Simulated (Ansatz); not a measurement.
# SiH₄S + HBr: a complex and its separated parts

Aim: how far the complex at one end of a reaction step lies below its separated, relaxed parts, level by level.

Program: Ansatz 0.2.0, Gaussian basis. Level of theory: PBE0-D4/def2-TZVP structures, single points in def2-TZVPP, no counterpoise correction. These are calculated values, not measurements.

Levels: SPW92, PBE-D4, BLYP-D4, r2SCAN-D4, B97M-V, PBE0-D4, B3LYP-D4, r2SCAN0-D4, BHLYP-D4, CAM-B3LYP-D4, wB97X-V, wB97M-V, B2PLYP, PBE-QIDH, RPA on PBE, Hartree-Fock, MP2, CCSD, CCSD(T).

Correlated methods freeze the cores. Filled d shells of the heavier atoms are correlated. B3LYP uses VWN-RPA correlation. B2PLYP carries no dispersion term here.

94 further runs of the same task are left out: 94 set aside as unsound or not needed.

## (1) Where the work starts

The complex: 8 atoms, charge 0, spin multiplicity 1.

Atoms are counted from 1 here; the program's logs count them from 0.

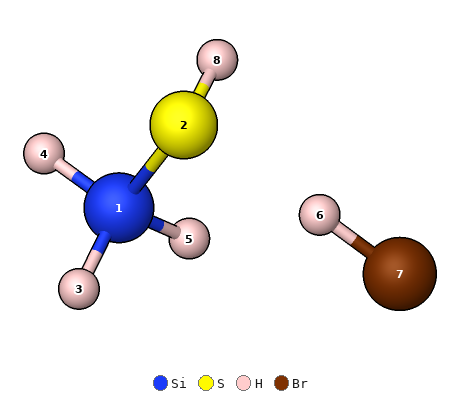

As it starts; silicon blue, sulfur yellow, hydrogen pink, bromine brown; atoms are numbered from 1 in the order of the file.

Coordinates:

```xyz
8
charge 0, multiplicity 1
Si   -0.3318   -1.1423    0.0038
S     1.4112    0.0577    0.3964
H    -0.1472   -1.6144   -1.3872
H    -0.3885   -2.2900    0.9413
H    -1.5634   -0.3272    0.1268
H     0.3886    1.9182   -0.5723
Br   -0.3991    2.9851   -1.1446
H     1.0302    0.4130    1.6358
```

Its parts: SiH₄S holds atoms 1, 2, 3, 4, 5, 8; HBr holds atoms 6, 7. Each part counts its atoms afresh in its own runs.

## (2) Relaxing SiH₄S alone

Contents of relax-a/in.yaml:

```yaml
crystal:
  periodic: [false, false, false]
  atoms:
    - {symbol: Si, position_ang: [-0.331791, -1.142284, 0.003842]}
    - {symbol: S, position_ang: [1.411239, 0.057674, 0.396408]}
    - {symbol: H, position_ang: [-0.147150, -1.614449, -1.387205]}
    - {symbol: H, position_ang: [-0.388510, -2.290030, 0.941271]}
    - {symbol: H, position_ang: [-1.563383, -0.327194, 0.126795]}
    - {symbol: H, position_ang: [1.030239, 0.412969, 1.635823]}
basis:
  gaussian: {orbitals: def2-TZVP}
hamiltonian: {xc: pbe0, dispersion: d4}
relax: {f_tol: 0.005, max_steps: 200}
```

Started as:

```console
$ ansatz run in.yaml --threads 4 --pin off --events-out ev --progress --plain --max-ram 9574MiB
```

The log of the run, shortened:

```text
Functional definition: PBE0
  name "PBE0"
  cite "Adamo & Barone, J. Chem. Phys. 110, 6158 (1999) doi:10.1063/1.478522"
  cite "Perdew, Burke & Ernzerhof, Phys. Rev. Lett. 77, 3865 (1996) doi:10.1103/PhysRevLett.77.3865"
  parent pbe
[...]
715 factors; their error is unknown
[...]
mean field -18772.08122613 eV, -689.8612608864 hartree, gradient 2.6e-5 eV, S^2 0.000000; 0 other end points of the search recorded, 0 dependent functions left out
[...]
reference -18772.08125278 eV, -689.8612618661 hartree; 17, 17 occupied and 81, 81 virtual orbitals, 715 factors
[...]
reference -18772.08547540 eV, -689.8614170444 hartree; 17, 17 occupied and 81, 81 virtual orbitals, 715 factors
Total energy: -18772.16629798 eV, -689.8643872196 hartree
Atom 0 at    -0.319601    -1.130398     0.008545 Å, force    -0.000293     0.000428     0.000944 eV/Å
Atom 1 at     1.404570     0.074156     0.387618 Å, force     0.001406    -0.000119    -0.000827 eV/Å
Atom 2 at    -0.146683    -1.618017    -1.380522 Å, force     0.000132     0.000298    -0.000567 eV/Å
Atom 3 at    -0.398780    -2.281580     0.943101 Å, force     0.000171    -0.000006     0.000448 eV/Å
Atom 4 at    -1.572106    -0.340164     0.116139 Å, force    -0.000898    -0.000346    -0.000430 eV/Å
Atom 5 at     1.043244     0.392689     1.642052 Å, force    -0.000518    -0.000254     0.000431 eV/Å
Dipole moment:    -0.165165    -0.041541     0.136228 e Å
```

Run time: 4.2 s. Hardware: 4 threads of Arm Neoverse V1, shared host.

Step by step:

| step | energy from step 1 (eV) | largest force component (eV/Å) |
| --- | --- | --- |
| 1 | 0.0000 | 0.3250 |
| 2 | -0.0031 | 0.1204 |
| 3 | -0.0041 | 0.0288 |
| 4 | -0.0042 | 0.0054 |
| 5 | -0.0042 | 0.0073 |
| 6 | -0.0043 | 0.0014 |

Close pairs (by a distance rule), those that changed most:

| bond | before (Å) | after (Å) | change (Å) |
| --- | --- | --- | --- |
| Si1–S2 | 2.152 | 2.137 | -0.015 |
| Si1–H5 | 1.482 | 1.485 | +0.003 |
| Si1–H4 | 1.483 | 1.485 | +0.002 |
| Si1–H3 | 1.481 | 1.482 | +0.002 |
| S2–H6 | 1.344 | 1.344 | -0.001 |

## (3) Relaxing HBr alone

Contents of relax-b/in.yaml:

```yaml
crystal:
  periodic: [false, false, false]
  atoms:
    - {symbol: H, position_ang: [0.388588, 1.918200, -0.572251]}
    - {symbol: Br, position_ang: [-0.399130, 2.985114, -1.144583]}
basis:
  gaussian: {orbitals: def2-TZVP}
hamiltonian: {xc: pbe0, dispersion: d4}
relax: {f_tol: 0.005, max_steps: 200}
```

Started as:

```console
$ ansatz run in.yaml --threads 4 --pin off --events-out ev --progress --plain --max-ram 9574MiB
```

The log of the run, shortened:

```text
[... 5 set-up lines as earlier in the session ...]
[...]
457 factors; their error is unknown
[...]
mean field -70054.56563843 eV, -2574.4578025222 hartree, gradient 4.8e-5 eV, S^2 0.000000; 0 other end points of the search recorded, 0 dependent functions left out
[...]
reference -70054.57279939 eV, -2574.4580656827 hartree; 18, 18 occupied and 36, 36 virtual orbitals, 457 factors
Total energy: -70054.57831869 eV, -2574.4582685131 hartree
Atom 0 at     0.382057     1.927045    -0.576996 Å, force     0.001014    -0.001374     0.000737 eV/Å
Atom 1 at    -0.392599     2.976269    -1.139838 Å, force    -0.001014     0.001374    -0.000737 eV/Å
Dipole moment:     0.108160    -0.146495     0.078586 e Å
```

It took 0.95 s on 4 threads of Arm Neoverse V1, shared host.

Step by step:

| step | energy from step 1 (eV) | largest force component (eV/Å) |
| --- | --- | --- |
| 1 | 0.0000 | 0.4327 |
| 2 | -0.0070 | 0.0692 |
| 3 | -0.0071 | 0.0014 |

The bond:

| bond | before (Å) | after (Å) | change (Å) |
| --- | --- | --- | --- |
| H1–Br2 | 1.444 | 1.420 | -0.024 |

## (4) SPW92/def2-TZVPP

Contents of parta/in.yaml:

```yaml
crystal:
  periodic: [false, false, false]
  atoms:
    - {symbol: Si, position_ang: [-0.319601, -1.130398, 0.008545]}
    - {symbol: S, position_ang: [1.404570, 0.074156, 0.387618]}
    - {symbol: H, position_ang: [-0.146683, -1.618017, -1.380522]}
    - {symbol: H, position_ang: [-0.398780, -2.281580, 0.943101]}
    - {symbol: H, position_ang: [-1.572106, -0.340164, 0.116139]}
    - {symbol: H, position_ang: [1.043244, 0.392689, 1.642052]}
basis:
  gaussian: {orbitals: def2-TZVPP}
hamiltonian: {xc: lda}
```

Contents of partb/in.yaml:

```yaml
crystal:
  periodic: [false, false, false]
  atoms:
    - {symbol: H, position_ang: [0.382057, 1.927045, -0.576996]}
    - {symbol: Br, position_ang: [-0.392599, 2.976269, -1.139838]}
basis:
  gaussian: {orbitals: def2-TZVPP}
hamiltonian: {xc: lda}
```

One command serves all of them, each in its own folder.

Started as:

```console
$ ansatz run in.yaml --threads 4 --pin off --events-out ev --progress --plain --max-ram 9574MiB
```

parta printed, shortened:

```text
Functional definition: SPW92
  name "SPW92"
  cite "Dirac, Proc. Camb. Phil. Soc. 26, 376 (1930) doi:10.1017/S0305004100016108"
  cite "Slater, Phys. Rev. 81, 385 (1951) doi:10.1103/PhysRev.81.385"
  cite "Perdew & Wang, Phys. Rev. B 45, 13244 (1992) doi:10.1103/PhysRevB.45.13244"
[...]
808 factors; their error is unknown
[...]
mean field -18709.23337461 eV, -687.5516449432 hartree, gradient 3.7e-5 eV, S^2 0.000000; 0 other end points of the search recorded, 0 dependent functions left out
reference -18709.23340734 eV, -687.5516461459 hartree; 17, 17 occupied and 123, 123 virtual orbitals, 808 factors
Total energy: -18709.23340734 eV, -687.5516461459 hartree
```

Log of partb, shortened:

```text
[... 5 set-up lines as earlier in the session ...]
[...]
435 factors; their error is unknown
[...]
mean field -69965.45701070 eV, -2571.1831208530 hartree, gradient 6.0e-6 eV, S^2 0.000000; 0 other end points of the search recorded, 0 dependent functions left out
reference -69965.45703174 eV, -2571.1831216265 hartree; 18, 18 occupied and 44, 44 virtual orbitals, 435 factors
Total energy: -69965.45703174 eV, -2571.1831216265 hartree
```

Times: 0.4 s (parta), 0.15 s (partb) on 4 threads of Arm Neoverse V1, shared host.

## (5) PBE-D4/def2-TZVPP

Each input of step 4 (parta, partb) changes in the same lines:

```diff
-hamiltonian: {xc: lda}
+hamiltonian: {xc: pbe, dispersion: d4}
```

One command serves all of them, each in its own folder.

Started as:

```console
$ ansatz run in.yaml --threads 4 --pin off --events-out ev --progress --plain --max-ram 9574MiB
```

parta printed, shortened:

```text
Functional definition: PBE
  name "PBE"
[... 2 set-up lines as earlier in the session ...]
[...]
808 factors; their error is unknown
[...]
mean field -18770.30718612 eV, -689.7960661188 hartree, gradient 2.7e-5 eV, S^2 0.000000; 0 other end points of the search recorded, 0 dependent functions left out
reference -18770.30722095 eV, -689.7960673986 hartree; 17, 17 occupied and 123, 123 virtual orbitals, 808 factors
Total energy: -18770.40410850 eV, -689.7996279506 hartree
```

Log of partb, shortened:

```text
[... 4 set-up lines as earlier in the session ...]
[...]
435 factors; their error is unknown
[...]
mean field -70052.13666320 eV, -2574.3685393288 hartree, gradient 1.9e-5 eV, S^2 0.000000; 0 other end points of the search recorded, 0 dependent functions left out
reference -70052.13668585 eV, -2574.3685401615 hartree; 18, 18 occupied and 44, 44 virtual orbitals, 435 factors
Total energy: -70052.14347089 eV, -2574.3687895070 hartree
```

They took 0.6 s (parta), 0.2 s (partb) on 4 threads of Arm Neoverse V1, shared host.

## (6) BLYP-D4/def2-TZVPP

Each input of step 5 (parta, partb) changes in the same lines:

```diff
-hamiltonian: {xc: pbe, dispersion: d4}
+hamiltonian: {xc: {name: BLYP}, dispersion: d4}
```

Each run has its own folder and the same command.

Started as:

```console
$ ansatz run in.yaml --threads 4 --pin off --events-out ev --progress --plain --max-ram 9574MiB
```

Log of parta, shortened:

```text
Functional definition: BLYP
  name "BLYP"
  cite "Becke, Phys. Rev. A 38, 3098 (1988) doi:10.1103/PhysRevA.38.3098"
  cite "Lee, Yang & Parr, Phys. Rev. B 37, 785 (1988) doi:10.1103/PhysRevB.37.785"
[...]
808 factors; their error is unknown
[...]
mean field -18778.95977260 eV, -690.1140428068 hartree, gradient 8.3e-5 eV, S^2 0.000000; 0 other end points of the search recorded, 0 dependent functions left out
reference -18778.96007387 eV, -690.1140538784 hartree; 17, 17 occupied and 123, 123 virtual orbitals, 808 factors
Total energy: -18779.17583505 eV, -690.1219829556 hartree
```

Output in partb, shortened:

```text
[... 4 set-up lines as earlier in the session ...]
[...]
435 factors; their error is unknown
[...]
mean field -70063.39681907 eV, -2574.7823424247 hartree, gradient 8.7e-5 eV, S^2 0.000000; 0 other end points of the search recorded, 0 dependent functions left out
reference -70063.39702744 eV, -2574.7823500822 hartree; 18, 18 occupied and 44, 44 virtual orbitals, 435 factors
Total energy: -70063.41299929 eV, -2574.7829370370 hartree
```

They took 0.6 s (parta), 0.25 s (partb) on 4 threads of Arm Neoverse V1, shared host.

## (7) r2SCAN-D4/def2-TZVPP

The same edit goes into each in.yaml of step 6 (parta, partb):

```diff
-hamiltonian: {xc: {name: BLYP}, dispersion: d4}
+hamiltonian: {xc: r2scan, dispersion: d4}
```

Each run has its own folder and the same command.

Started as:

```console
$ ansatz run in.yaml --threads 4 --pin off --events-out ev --progress --plain --max-ram 9574MiB
```

Log of parta, shortened:

```text
Functional definition: r2SCAN
  name "r2SCAN"
  cite "Furness, Kaplan, Ning, Perdew & Sun, J. Phys. Chem. Lett. 11, 8208 (2020) doi:10.1021/acs.jpclett.0c02405"
  cite "Furness, Kaplan, Ning, Perdew & Sun, J. Phys. Chem. Lett. 11, 9248 (2020) doi:10.1021/acs.jpclett.0c03077"
  parent r2scan
[...]
808 factors; their error is unknown
[...]
mean field -18777.79276703 eV, -690.0711561431 hartree, gradient 5.0e-5 eV, S^2 0.000000; 0 other end points of the search recorded, 0 dependent functions left out
reference -18777.79277768 eV, -690.0711565348 hartree; 17, 17 occupied and 123, 123 virtual orbitals, 808 factors
Total energy: -18777.81413834 eV, -690.0719415246 hartree
```

Output in partb, shortened:

```text
[... 5 set-up lines as earlier in the session ...]
[...]
435 factors; their error is unknown
[...]
mean field -70062.28305472 eV, -2574.7414123398 hartree, gradient 2.3e-5 eV, S^2 0.000000; 0 other end points of the search recorded, 0 dependent functions left out
reference -70062.28306082 eV, -2574.7414125642 hartree; 18, 18 occupied and 44, 44 virtual orbitals, 435 factors
Total energy: -70062.28451991 eV, -2574.7414661846 hartree
```

Times: 1.4 s (parta), 0.6 s (partb) on 4 threads of Arm Neoverse V1, shared host.

## (8) B97M-V/def2-TZVPP

Each input of step 7 (parta, partb) changes in the same lines:

```diff
-hamiltonian: {xc: r2scan, dispersion: d4}
+hamiltonian: {xc: {name: B97M-V}}
```

One command serves all of them, each in its own folder.

Started as:

```console
$ ansatz run in.yaml --threads 4 --pin off --events-out ev --progress --plain --max-ram 9574MiB
```

Output in parta, shortened:

```text
Functional definition: B97M-V
  name "B97M-V"
  cite "Mardirossian & Head-Gordon, J. Chem. Phys. 142, 074111 (2015) doi:10.1063/1.4907719"
  cite "Becke, J. Chem. Phys. 107, 8554 (1997) doi:10.1063/1.475007"
  cite "Vydrov & Van Voorhis, J. Chem. Phys. 133, 244103 (2010) doi:10.1063/1.3521275"
  # Of w^i u^j: cxij and so on, Table III.
[...]
  gx(w, u) = cx00 + cx01*u + cx02*u^2 + (cx10 + cx11*u)*w
[...]
  gos(w, u) = cos00 + cos01*u + cos03*u^3 + cos10*w + cos32*w^3*u^2
[...]
      + integral(e_c_pw_mod_opposite_spin*gos(b97_w_opposite, b97_u_opposite)) + vv10(b, c)
808 factors; their error is unknown
[...]
mean field -18774.56075588 eV, -689.9523819244 hartree, gradient 5.1e-5 eV, S^2 0.000000; 0 other end points of the search recorded, 0 dependent functions left out
reference -18774.56080960 eV, -689.9523838985 hartree; 17, 17 occupied and 123, 123 virtual orbitals, 808 factors
Total energy: -18774.56080960 eV, -689.9523838985 hartree
```

partb printed, shortened:

```text
[... 5 set-up lines as earlier in the session ...]
  # Of w^i u^j: cxij and so on, Table III.
[...]
  gx(w, u) = cx00 + cx01*u + cx02*u^2 + (cx10 + cx11*u)*w
[...]
  gos(w, u) = cos00 + cos01*u + cos03*u^3 + cos10*w + cos32*w^3*u^2
[...]
      + integral(e_c_pw_mod_opposite_spin*gos(b97_w_opposite, b97_u_opposite)) + vv10(b, c)
435 factors; their error is unknown
[...]
mean field -70050.13093715 eV, -2574.2948302561 hartree, gradient 1.6e-5 eV, S^2 0.000000; 0 other end points of the search recorded, 0 dependent functions left out
reference -70050.13096900 eV, -2574.2948314265 hartree; 18, 18 occupied and 44, 44 virtual orbitals, 435 factors
Total energy: -70050.13096900 eV, -2574.2948314265 hartree
```

They took 2.5 s (parta), 0.7 s (partb) on 4 threads of Arm Neoverse V1, shared host.

## (9) PBE0-D4/def2-TZVPP

Each input of step 8 (parta, partb) changes in the same lines:

```diff
-hamiltonian: {xc: {name: B97M-V}}
+hamiltonian: {xc: pbe0, dispersion: d4}
+output: {orbitals: {seedname: orbitals}}
```

Each run has its own folder and the same command.

Started as:

```console
$ ansatz run in.yaml --threads 4 --pin off --events-out ev --progress --plain --max-ram 9574MiB
```

Log of parta, shortened:

```text
[... 5 set-up lines as earlier in the session ...]
[...]
842 factors; their error is unknown
[...]
mean field -18772.11639245 eV, -689.8625532251 hartree, gradient 4.0e-5 eV, S^2 0.000000; 0 other end points of the search recorded, 0 dependent functions left out
reference -18772.11641870 eV, -689.8625541895 hartree; 17, 17 occupied and 123, 123 virtual orbitals, 842 factors
Total energy: -18772.19724128 eV, -689.8655243648 hartree
```

Log of partb, shortened:

```text
[... 5 set-up lines as earlier in the session ...]
[...]
472 factors; their error is unknown
[...]
mean field -70054.59430886 eV, -2574.4588561410 hartree, gradient 7.1e-6 eV, S^2 0.000000; 0 other end points of the search recorded, 0 dependent functions left out
reference -70054.59432612 eV, -2574.4588567753 hartree; 18, 18 occupied and 44, 44 virtual orbitals, 472 factors
Total energy: -70054.59984541 eV, -2574.4590596056 hartree
```

Times: 0.75 s (parta), 0.25 s (partb) on 4 threads of Arm Neoverse V1, shared host.

## (10) B3LYP-D4/def2-TZVPP

Each input of step 9 (parta, partb) changes in the same lines:

```diff
-hamiltonian: {xc: pbe0, dispersion: d4}
-output: {orbitals: {seedname: orbitals}}
+hamiltonian: {xc: {name: B3LYP}, dispersion: d4}
```

Each run has its own folder and the same command.

Started as:

```console
$ ansatz run in.yaml --threads 4 --pin off --events-out ev --progress --plain --max-ram 9574MiB
```

Output in parta, shortened:

```text
Functional definition: B3LYP
  name "B3LYP"
  cite "Stephens, Devlin, Chabalowski & Frisch, J. Phys. Chem. 98, 11623 (1994) doi:10.1021/j100096a001"
[... 2 set-up lines as earlier in the session ...]
  cite "Vosko, Wilk & Nusair, Can. J. Phys. 58, 1200 (1980) doi:10.1139/p80-159"
[...]
823 factors; their error is unknown
[...]
mean field -18780.56579459 eV, -690.1730630266 hartree, gradient 4.1e-5 eV, S^2 0.000000; 0 other end points of the search recorded, 0 dependent functions left out
reference -18780.56601924 eV, -690.1730712822 hartree; 17, 17 occupied and 123, 123 virtual orbitals, 823 factors
Total energy: -18780.72477531 eV, -690.1789054602 hartree
```

Output in partb, shortened:

```text
[... 6 set-up lines as earlier in the session ...]
[...]
472 factors; their error is unknown
[...]
mean field -70063.59659114 eV, -2574.7896839129 hartree, gradient 6.2e-6 eV, S^2 0.000000; 0 other end points of the search recorded, 0 dependent functions left out
reference -70063.59674833 eV, -2574.7896896894 hartree; 18, 18 occupied and 44, 44 virtual orbitals, 472 factors
Total energy: -70063.60788170 eV, -2574.7900988334 hartree
```

They took 0.75 s (parta), 0.25 s (partb) on 4 threads of Arm Neoverse V1, shared host.

## (11) r2SCAN0-D4/def2-TZVPP

The same edit goes into each in.yaml of step 10 (parta, partb):

```diff
-hamiltonian: {xc: {name: B3LYP}, dispersion: d4}
+hamiltonian: {xc: {name: r2SCAN0}, dispersion: d4}
```

One command serves all of them, each in its own folder.

Started as:

```console
$ ansatz run in.yaml --threads 4 --pin off --events-out ev --progress --plain --max-ram 9574MiB
```

Output in parta, shortened:

```text
Functional definition: r2SCAN0
  name "r2SCAN0"
  cite "Bursch, Neugebauer, Ehlert & Grimme, J. Chem. Phys. 156, 134105 (2022) doi:10.1063/5.0086040"
[... 3 set-up lines as earlier in the session ...]
[...]
842 factors; their error is unknown
[...]
mean field -18777.60452764 eV, -690.0642384734 hartree, gradient 2.0e-5 eV, S^2 0.000000; 0 other end points of the search recorded, 0 dependent functions left out
reference -18777.60453614 eV, -690.0642387857 hartree; 17, 17 occupied and 123, 123 virtual orbitals, 842 factors
Total energy: -18777.63017135 eV, -690.0651808622 hartree
```

Log of partb, shortened:

```text
[... 6 set-up lines as earlier in the session ...]
[...]
472 factors; their error is unknown
[...]
mean field -70062.25260342 eV, -2574.7402932752 hartree, gradient 7.4e-6 eV, S^2 0.000000; 0 other end points of the search recorded, 0 dependent functions left out
reference -70062.25260830 eV, -2574.7402934547 hartree; 18, 18 occupied and 44, 44 virtual orbitals, 472 factors
Total energy: -70062.25432315 eV, -2574.7403564741 hartree
```

Times: 1.4 s (parta), 0.6 s (partb) on 4 threads of Arm Neoverse V1, shared host.

## (12) BHLYP-D4/def2-TZVPP

Each input of step 11 (parta, partb) changes in the same lines:

```diff
-hamiltonian: {xc: {name: r2SCAN0}, dispersion: d4}
+hamiltonian: {xc: {name: BHLYP}, dispersion: d4}
```

One command serves all of them, each in its own folder.

Started as:

```console
$ ansatz run in.yaml --threads 4 --pin off --events-out ev --progress --plain --max-ram 9574MiB
```

parta printed, shortened:

```text
Functional definition: BHLYP
  name "BHLYP"
  cite "Becke, J. Chem. Phys. 98, 1372 (1993) doi:10.1063/1.464304"
[... 2 set-up lines as earlier in the session ...]
[...]
881 factors; their error is unknown
[...]
mean field -18779.28093012 eV, -690.1258451281 hartree, gradient 1.4e-5 eV, S^2 0.000000; 0 other end points of the search recorded, 0 dependent functions left out
reference -18779.28108238 eV, -690.1258507235 hartree; 17, 17 occupied and 123, 123 virtual orbitals, 881 factors
Total energy: -18779.40861168 eV, -690.1305373388 hartree
```

Output in partb, shortened:

```text
[... 5 set-up lines as earlier in the session ...]
[...]
514 factors; their error is unknown
[...]
mean field -70062.48032820 eV, -2574.7486620065 hartree, gradient 8.3e-6 eV, S^2 0.000000; 0 other end points of the search recorded, 0 dependent functions left out
reference -70062.48043605 eV, -2574.7486659700 hartree; 18, 18 occupied and 44, 44 virtual orbitals, 514 factors
Total energy: -70062.48829554 eV, -2574.7489548007 hartree
```

Wall times: 0.75 s (parta), 0.25 s (partb) on 4 threads of Arm Neoverse V1, shared host.

## (13) CAM-B3LYP-D4/def2-TZVPP

Each input of step 12 (parta, partb) changes in the same lines:

```diff
-hamiltonian: {xc: {name: BHLYP}, dispersion: d4}
+hamiltonian: {xc: {name: CAM-B3LYP}, dispersion: d4}
```

One command serves all of them, each in its own folder.

Started as:

```console
$ ansatz run in.yaml --threads 4 --pin off --events-out ev --progress --plain --max-ram 9574MiB
```

Output in parta, shortened:

```text
Functional definition: CAM-B3LYP
  name "CAM-B3LYP"
  cite "Yanai, Tew & Handy, Chem. Phys. Lett. 393, 51 (2004) doi:10.1016/j.cplett.2004.06.011"
  cite "Iikura, Tsuneda, Yanai & Hirao, J. Chem. Phys. 115, 3540 (2001) doi:10.1063/1.1383587"
[... 2 set-up lines as earlier in the session ...]
[...]
  # Exact exchange under (alpha + beta erf(omega r))/r, Becke's under what is left of 1/r.
[...]
823 factors; their error is unknown
192 factors; integrals over basis functions are off by at most 1.7e-5 eV
[...]
mean field -18779.73078914 eV, -690.1423771422 hartree, gradient 3.0e-5 eV, S^2 0.000000; 0 other end points of the search recorded, 0 dependent functions left out
reference -18779.73089842 eV, -690.1423811580 hartree; 17, 17 occupied and 123, 123 virtual orbitals, 823 factors
Total energy: -18779.81305108 eV, -690.1454002126 hartree
```

partb printed, shortened:

```text
[... 6 set-up lines as earlier in the session ...]
[...]
  # Exact exchange under (alpha + beta erf(omega r))/r, Becke's under what is left of 1/r.
[...]
472 factors; their error is unknown
81 factors; integrals over basis functions are off by at most 1.2e-4 eV
[...]
mean field -70066.16346015 eV, -2574.8840146091 hartree, gradient 3.1e-5 eV, S^2 0.000000; 0 other end points of the search recorded, 0 dependent functions left out
reference -70066.16353685 eV, -2574.8840174277 hartree; 18, 18 occupied and 44, 44 virtual orbitals, 472 factors
Total energy: -70066.16901452 eV, -2574.8842187284 hartree
```

Wall times: 0.9 s (parta), 0.3 s (partb) on 4 threads of Arm Neoverse V1, shared host.

[end of part 1 of 2]
